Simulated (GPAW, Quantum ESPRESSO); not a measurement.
# K (Im-3m): the K K absorption edge, part 4 of 4

Do two independent programs agree on the K K edge of K (Im-3m)? The same cell and functional are run with XSpectra and with GPAW.

Quantum ESPRESSO 7.5 and GPAW 26.7.0; core-hole supercells, plane-wave PAW LDA.

So far. Step 10 (The field without a hole (GPAW)): The mesh shows no gap, so the system is treated as a metal and the core electron is put at the Fermi level (neutral cell). Step 11 (Spectrum without a core hole, K atom 1 (GPAW)): Main maxima below 30 eV (height): 1.1 eV (0.89), 3.3 eV (0.64), 7.2 eV (2.28), 12.5 eV (1.17), 18.6 eV (1.33) and 26.2 eV (1.09). 

The database entry behind the starting cell lists a temperature near 5 K, so it need not match the best structure at ambient conditions.

## Step 13: Spectrum with XCH, K atom 1 (GPAW)

Level of this step: X-ray absorption from dipole matrix elements to empty bands, plane-wave PAW LDA (GPAW).

The holes are 7.4 Å apart. The excited electron is kept in the cell, where it fills the lowest empty states and screens the hole. After the field has converged, empty bands are computed with the density fixed and the dipole matrix elements are summed.

File xas.py:

```python
import numpy as np
from ase import Atoms
from ase.parallel import parprint, paropen
from gpaw import GPAW, PW, FermiDirac, Mixer, MixerDif, setup_paths
from gpaw.test import gen
setup_paths.insert(0, '.')
gen('K', name='fch1s', xcname='LDA', corehole=(1, 0, 1), write_xml=True)
from gpaw.mpi import world
world.barrier()

atoms = Atoms('K4',
    cell=[[5.225, -5.225, 0],
     [5.225, 0, -5.225],
     [5.225, 0, 5.225]],
    scaled_positions=[[0, 0, 0],
     [0, 0.5, 0.5],
     [0.5, 0.75, 0.25],
     [0.5, 0.25, 0.75]],
    pbc=True)
atoms.calc = calc = GPAW(legacy_gpaw=True, mode=PW(500, force_complex_dtype=True), xc='LDA', setups={0: 'fch1s'},
    kpts={'size': (4, 4, 4), 'gamma': True}, occupations=FermiDirac(0.1),
    charge=-1, mixer=Mixer(0.1, 5, 50), maxiter=150,
    convergence={'density': 0.0001, 'eigenstates': 1e-6}, txt='scf.txt')
energy = atoms.get_potential_energy() + calc.get_reference_energy()
ef = calc.get_fermi_level()
out = dict(energy=energy, fermi=ef, forces=atoms.get_forces().tolist())
parprint(f'all-electron energy {energy:.4f} eV, Fermi level {ef:.4f} eV')
ev = np.array([[calc.get_eigenvalues(k, s) for k in range(len(calc.get_ibz_k_points()))] for s in range(calc.get_number_of_spins())])
out['homo'], out['lumo'], out['counts'] = ev[ev < ef].max(), ev[ev > ef].min(), sorted(set((ev < ef).sum((0, 2)).tolist()))
out['filled'] = (ev[:, 0] < ef).sum(1).tolist()

from ase.units import Ha
from gpaw.xas import dipole_matrix_elements
nb = int(calc.get_number_of_electrons() / 2) + 172
top, nb = nb, nb + 8 + nb // 12
nscf = calc.fixed_density(kpts={'size': (5, 5, 5), 'gamma': True}, nbands=nb,
    convergence={'bands': top, 'eigenstates': 1e-5}, maxiter=60, txt='nscf.txt')
cell = atoms.cell.array
ops = [cell.T @ U.T @ np.linalg.inv(cell.T) for U in nscf.wfs.kd.symmetry.op_scc]
E = np.arange(-6, 34, 0.1)
fwhm = np.interp(E, [4, 25], [0.9, 3.5])
Y, X, zero, highest = 0, 0, 1e9, 1e9
for spin in range(nscf.get_number_of_spins()):
    wfs = nscf.wfs
    A = dipole_matrix_elements(wfs.setups[0])
    eps = np.zeros((wfs.kd.nibzkpts, nb))
    d = np.zeros((3, A.shape[1], wfs.kd.nibzkpts, nb), complex)
    for kpt in wfs.kpt_u:
        if kpt.s == spin and 0 in kpt.P_ani:
            eps[kpt.k] = kpt.eps_n * Ha
            d[:, :, kpt.k] = (kpt.weight * wfs.nspins / 2) ** 0.5 * np.inner(A, kpt.P_ani[0])
    world.sum(eps)
    world.sum(d)
    T = np.einsum('amkn,bmkn->abkn', d, d.conj()).real
    T = sum(np.einsum('ai,ijkn,bj->abkn', R, T, R) for R in ops) / len(ops)
    empty = eps > ef
    zero, highest = min(zero, eps[empty].min()), min(highest, eps[:, top - 1].min())
    lines = [(eps, T, empty)] if spin == 0 else lines + [(eps, T, empty)]
for eps, T, empty in lines:
    f = np.einsum('aakn->akn', T).reshape(3, -1)
    x = eps.ravel() - zero
    w = np.interp(x, E, fwhm) / 2.35482
    g = np.exp(-0.5 * ((E[:, None] - x) / w) ** 2) / (w * (2 * np.pi) ** 0.5)
    Y = Y + (f * empty.ravel()) @ g.T
    X = X + (f * ~empty.ravel()) @ g.T
out.update(E=E.round(2).tolist(), xas=Y.tolist(), xes=X.tolist(), zero=zero, valid=highest - zero, nk=len(eps), nb=nb)
for i in range(0, len(E), 10):
    parprint(f'{E[i]:7.2f}', *(f'{v:10.3e}' for v in Y[:, i]))
import json
with paropen('out.json', 'w') as f:
    json.dump(out, f)
```

The run is started by

```console
OMP_NUM_THREADS=1 mpirun -n 4 gpaw python xas.py
```

Numbers of over 12 decimals in the logs are rounded to 6 here.

The program printed:

```text
Input parameters:
  charge: -1
  convergence: {density: 0.0001,
                eigenstates: 1e-06}
  kpts: {gamma: True,
         size: (4, 4, 4)}
  maxiter: 150
  mixer: {backend: pulay,
          beta: 0.1,
          method: separate,
          nmaxold: 5,
          weight: 50}
  mode: {ecut: 500.0,
         force_complex_dtype: True,
         name: pw}
  occupations: {fixmagmom: False,
                name: fermi-dirac,
                width: 0.1}
  setups: {0: fch1s}

Initialize ...

[... PAW data sets ...]

Reference energy: -61743.490847  # eV

Spin-paired calculation

[... convergence settings ...]
Symmetries present (total): 48
  [... symmetry matrices ...]

64 k-points: 4 x 4 x 4 Monkhorst-Pack grid + [1/8,1/8,1/8]
8 k-points in the irreducible part of the Brillouin zone
       k-points in crystal coordinates                weights
   0:     0.00000000    0.00000000    0.00000000          1/64
   1:     0.25000000    0.25000000    0.00000000          8/64
   2:     0.25000000    0.25000000    0.25000000          6/64
   3:     0.50000000    0.25000000   -0.25000000          6/64
   4:     0.50000000    0.25000000    0.25000000         12/64
   5:     0.50000000    0.50000000    0.00000000          4/64
   6:     0.50000000    0.50000000    0.25000000         24/64
   7:     0.50000000    0.50000000    0.50000000          3/64

Wave functions: Plane wave expansion
  Cutoff energy: 500.000 eV
  Number of coefficients (min, max): 7216, 7343
  Pulay-stress correction: 0.000000 eV/Ang^3 (de/decut=0.000000)
  Using FFTW library
  Wavefunction extrapolation:
    Improved wavefunction reuse through dual PAW basis

Occupation numbers: Fermi-Dirac:
  width: 0.1000  # eV

Eigensolver
   Davidson(niter=2)

Densities:
  Coarse grid: 40*40*40 grid
  Fine grid: 80*80*80 grid
  Total Charge: 0.000000

Density mixing:
  Method: separate
  Backend: pulay
  Linear mixing parameter: 0.1
  old densities: 5
  Width of damping distribution: 1.1
  Damping of long wavelength oscillations: 50

[... Hamiltonian set-up ...]
Number of atoms: 4
Number of atomic orbitals: 20
Number of bands in calculation: 20
Number of valence electrons: 37
Bands to converge: occupied

... initialized

Initializing position-dependent things.

Density initialized from atomic densities
Creating initial wave functions:
  20 bands from LCAO basis set

                          K

         K           K

                          K

Atomic positions and initial magnetic moments

Positions:
   0 K      0.000000    0.000000    0.000000    ( 0.0000,  0.0000,  0.0000)
   1 K      5.225000    0.000000    0.000000    ( 0.0000,  0.0000,  0.0000)
   2 K      7.837500   -2.612500   -2.612500    ( 0.0000,  0.0000,  0.0000)
   3 K      7.837500   -2.612500    2.612500    ( 0.0000,  0.0000,  0.0000)

Unit cell:
           periodic     x           y           z      points  spacing
  1. axis:    yes    5.225000   -5.225000    0.000000    40     0.1306
  2. axis:    yes    5.225000    0.000000   -5.225000    40     0.1508
  3. axis:    yes    5.225000    0.000000    5.225000    40     0.1508

  Lengths:   7.389266   7.389266   7.389266
  Angles:   90.000000  60.000000  60.000000

Effective grid spacing dv^(1/3) = 0.1646

iter:   1   -15.562838
iter:   2   -14.572533   -1.30  -1.08
iter:   3   -12.288813   -0.32  -1.13
iter:   4   -12.210624   -2.17  -1.53
iter:   5   -12.935966   -1.39  -1.54
iter:   6   -12.205288   -1.02  -1.31
iter:   7   -12.175383   -2.70  -2.19
iter:   8   -12.177664   -2.63  -2.65
iter:   9   -12.173048c  -2.98  -2.39
iter:  10   -12.172670c  -4.04  -2.90
iter:  11   -12.172634c  -4.10  -3.03
iter:  12   -12.172856c  -4.57  -3.11
iter:  13   -12.172837c  -5.13  -3.39
iter:  14   -12.173042c  -4.80  -3.41
iter:  15   -12.172900c  -5.23  -3.40
iter:  16   -12.172908c  -6.20c -4.31c

Converged after 16 iterations.

Dipole moment: (-0.000000, 0.000000, 0.000000) |e|*Ang

Energy contributions relative to reference atoms: (reference = -61743.490847)

Kinetic:        -12.674541
Potential:      +12.969008
External:        +0.000000
XC:              -9.470331
Entropy (-ST):   -0.112267
Local:           -2.940910
SIC:             +0.000000
--------------------------
Free energy:    -12.229041
Extrapolated:   -12.172908

Showing only first 2 kpts
 Kpt  Band  Eigenvalues  Occupancy
  0    16     -1.58077    2.00000
  0    17      1.99135    0.00003
  0    18      2.87143    0.00000
  0    19      4.07558    0.00000

  1    16     -1.30357    2.00000
  1    17      0.78634    1.42032
  1    18      1.70702    0.00049
[...]
Fermi level: 0.87596

No gap
No difference between direct/indirect transitions

Forces in eV/Ang:
  0 K    -0.00000    0.00000    0.00000
  1 K    -0.00000   -0.00000    0.00000
  2 K    -0.00000   -0.00000    0.00000
  3 K     0.00000   -0.00000   -0.00000
Scalar-relativistic atomic LDA calculation for K (Potassium, Z=19)
Core hole in 1s state (1s occupation: 1.0)
600 radial gridpoints.
|------------------------------------------------|
|------------------------------------------------|
[... the atom generator's iteration count ...]

Energy contributions:
-------------------------
Kinetic:     +469.366302
XC:           -26.651020
Potential:   -910.221085
-------------------------
Total:       -467.505804

state      eigenvalue         ekin         rmax
-----------------------------------------------
1s^1.0 :  -137.009401   178.002510        0.053
2s^2.0 :   -14.952275    30.996296        0.308
2p^6.0 :   -12.557947    30.837461        0.248
3s^2.0 :    -1.923222     6.111175        1.010
3p^6.0 :    -1.291340     5.210461        1.046
4s^1.0 :    -0.332521     0.861316        3.154
-----------------------------------------------
(units: Bohr and Hartree)

Generating PAW setup
Kinetic energy of the core from tauc = 426.649692
Cutoffs:
rc(s)=2.120
rc(p)=2.090
rc(d)=1.770
rc(vbar)=2.070
rc(comp)=2.090
rc(nct)=2.120

Kinetic energy of the core states: 425.019867
Charge: 1.0
Core electrons: 9.0
Valence electrons: 9.0
Pseudo-core charge: 0.000157
Shape function alpha=2.289
Pseudo-electron charge 6.225162
state    eigenvalue         norm
--------------------------------
3s(2) :    -1.923222     0.851849
4s(1) :    -0.332521     0.979351
3p(6) :    -1.291340     0.590326
*p    :    -0.291340
*d    :     0.000000
--------------------------------

Diagonalizing with gridspacing h=0.050

state   all-electron     PAW
-------------------------------
3s:      -1.923222    -1.923900
3p:      -1.291340    -1.292876
*d:                   -0.316348
*f:                   -0.033378
-------------------------------
all-electron energy -61755.6638 eV, Fermi level 0.8760 eV
[...]
31.00  1.075e-06  1.075e-06  1.075e-06
  32.00  1.173e-06  1.173e-06  1.173e-06
  33.00  1.143e-06  1.143e-06  1.143e-06
```

Wall time 2.1 min (4 MPI ranks of Arm Neoverse V1, shared host); peak memory 0.36 GiB.

The K K spectrum, K atom 1, excited-electron core hole (neutral cell) (energy from the lowest empty level; intensity scaled to a mean of 1 over the first 20 eV):

```csv
E (eV),intensity
-2.0,0.00
-0.5,0.09
1.0,1.51
2.5,0.37
4.0,1.11
5.5,0.77
7.0,2.02
8.5,0.71
10.0,0.72
11.5,0.92
13.0,0.99
14.5,0.96
16.0,1.01
17.5,1.16
19.0,1.03
20.5,0.87
22.0,0.89
23.5,0.94
25.0,0.93
26.5,0.90
28.0,0.82
29.5,0.84
31.0,1.04
```

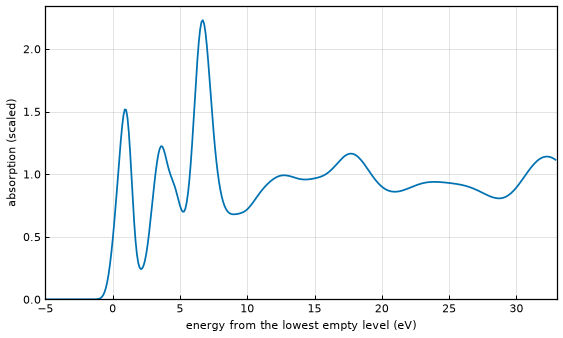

The K K edge, K atom 1, excited-electron core hole (neutral cell): main maxima at 0.9, 3.6 and 6.7 eV.

Main maxima below 30 eV (height): 0.9 eV (1.52), 3.6 eV (1.22), 6.7 eV (2.23), 17.7 eV (1.16) and 23.9 eV (0.94). 

The total-energy difference is 3612.44 eV. With the free-atom term of -19.73 eV for this edge, the photon energy is 3592.71 eV.

## Step 14: The two programs side by side

The line shapes differ (Lorentzian half width 0.4 eV up to 4 eV, rising linearly to 1.75 eV at 25 eV (not a setting of the program: the run's 0.4 eV curve was folded afterwards with a further Lorentzian above 4 eV), against Gaussian full width 0.9 eV up to 4 eV, rising linearly to 3.5 eV at 25 eV), so both get a further Gaussian of 1.5 eV full width before they are compared; the Lorentzian tails remain.

```csv
E (eV),XSpectra,GPAW
-2.00,0.09,0.00
-1.25,0.16,0.05
-0.50,0.36,0.27
0.25,0.72,0.75
1.00,0.91,0.99
1.75,0.76,0.70
2.50,0.74,0.60
3.25,0.95,0.89
4.00,1.06,1.01
4.75,1.04,0.93
5.50,1.15,1.09
6.25,1.44,1.58
7.00,1.50,1.68
7.75,1.21,1.21
8.50,0.95,0.82
9.25,0.85,0.71
10.00,0.84,0.74
10.75,0.88,0.82
11.50,0.93,0.91
12.25,0.96,0.96
13.00,0.97,0.98
13.75,0.97,0.97
14.50,0.97,0.97
15.25,0.97,0.98
16.00,0.99,1.02
16.75,1.03,1.09
17.50,1.04,1.13
18.25,1.02,1.11
19.00,0.97,1.03
19.75,0.92,0.94
20.50,0.88,0.89
21.25,0.86,0.87
22.00,0.87,0.89
22.75,0.87,0.91
23.50,0.87,0.93
24.25,0.86,0.93
25.00,0.86,0.93
25.75,0.85,0.91
26.50,0.84,0.89
27.25,0.82,0.86
28.00,0.81,0.83
28.75,0.81,0.82
29.50,0.83,0.86
30.25,0.87,0.94
31.00,0.91,1.03
31.75,0.94,1.10
```

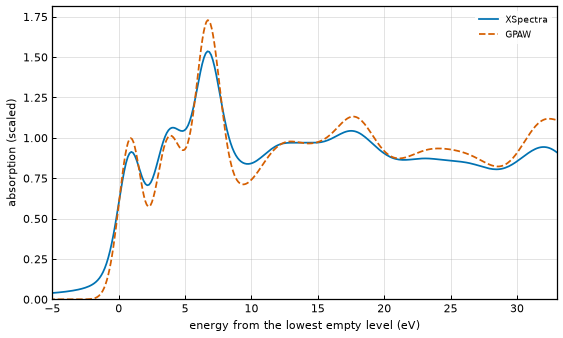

XSpectra and GPAW after a common extra broadening.

```csv
,XSpectra,GPAW
k mesh of the spectrum,6×6×6,5×5×5
cutoff (eV),626,500
"highest intensity below 24 eV after the common broadening, eV (height)",6.7 (1.54),6.7 (1.73)
"zero, corrected photon energy (eV)",3593.4,3592.7
"core time, hole field and spectrum",15 min,8.3 min
```

## Step 15: What the core hole does

XSpectra's curves. Both curves are counted from their own zero, so only the shift of weight within the empty states shows.

```
E (eV)  no hole   XCH
  -2.0     0.05  0.06
  -1.0     0.09  0.12
   0.0     0.34  0.52
   1.0     0.77  1.28
   2.0     0.68  0.49
   3.0     0.62  0.83
   4.0     0.62  0.99
   5.0     0.68  0.86
   6.0     0.81  1.19
   7.0     1.85  1.88
   8.0     1.51  0.94
   9.0     0.76  0.81
  10.0     0.87  0.75
  11.0     0.89  0.88
  12.0     1.15  1.02
  13.0     1.14  0.99
  14.0     1.15  1.03
  15.0     0.89  0.90
  16.0     0.97  0.97
  17.0     1.07  1.16
  18.0     1.26  1.26
  19.0     1.40  1.01
  20.0     1.13  0.89
  21.0     0.92  0.81
  22.0     0.92  0.88
  23.0     0.82  0.96
  24.0     1.05  0.97
  25.0     0.97  0.93
  26.0     1.12  0.95
  27.0     1.14  0.98
  28.0     0.94  0.73
  29.0     0.76  0.71
  30.0     0.62  0.82
  31.0     1.04  1.06
  32.0     1.07  1.23
```

With each curve scaled to its own mean, the area from −2 to 6 eV with the hole is 5.5 against 4.2, and the centre of weight from −1 to 20 eV moves by -0.7 eV: the hole pulls the absorber's empty states down.

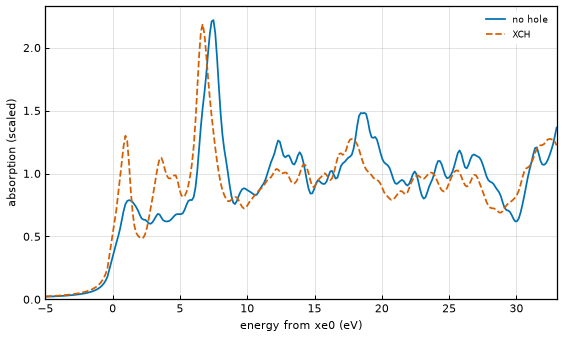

The K K edge with and without the core hole, each from its own zero; the highest intensity below 24 eV lies at 6.7 eV with the hole.

## Step 16: What came out

* absorber and edge: K K, atom 1 of the ground-state input (counted from 1)
* surroundings: 8 K at 4.52 Å and 6 K at 5.22 Å (cube and octahedron, as in bcc, site symmetry m-3m)
* highest intensity below 24 eV (XSpectra, narrow line): 6.7 eV above the zero, height 2.19
* photon energy of the zero, with the added terms: 3593.4 eV (raw 3613.1 eV; LDA puts this hole about 11 eV below PBE, itself good to a few eV)

The two programs agree closely: 10 % r.m.s. remains over the first 14 eV after a relative shift of 0.0 eV, and their photon-energy zeros differ by 0.7 eV. In XSpectra the K K edge of atom 1, with 8 K at 4.52 Å and 6 K at 5.22 Å (cube and octahedron, as in bcc, site symmetry m-3m), has its highest intensity of the first 24 eV at 6.7 eV above the zero, near 3600 eV in photon energy (LDA puts this hole about 11 eV below PBE, itself good to a few eV), 2.2 times the mean level of the first 20 eV (Lorentzian half width 0.4 eV). In XSpectra: With each curve scaled to its own mean, the area from −2 to 6 eV with the hole is 5.5 against 4.2, and the centre of weight from −1 to 20 eV moves by -0.7 eV: the hole pulls the absorber's empty states down. In GPAW: With each curve scaled to its own mean, the area from −2 to 6 eV with the hole is 5.4 against 4.0, and the centre of weight from −1 to 20 eV moves by -0.7 eV: the hole pulls the absorber's empty states down. 3 further runs of this session are left out of this account as redundant. The structure is a published determination, not relaxed.

[Banner, clock and machine lines of the logs are left out without a mark of their own.]

[Logs are printed without paths, hosts, clocks, repeated set-up lines and the standing remarks that a program may print on its own settings, such as how far it seeks lower states.]

[Hosts, paths, dates, database ids (printed as entryN), source tags and the programs' standing remarks are cut or masked in the printed files.]

[Lists of maxima count a maximum above −3 eV only where it reaches 4 % of the highest in the window and stands out from its surroundings by 2 % of it (1.5 % where it reaches 55 %); shoulders and weaker maxima are passed over, and of the rest the first, up to two pre-edge ones and the few strongest are named.]
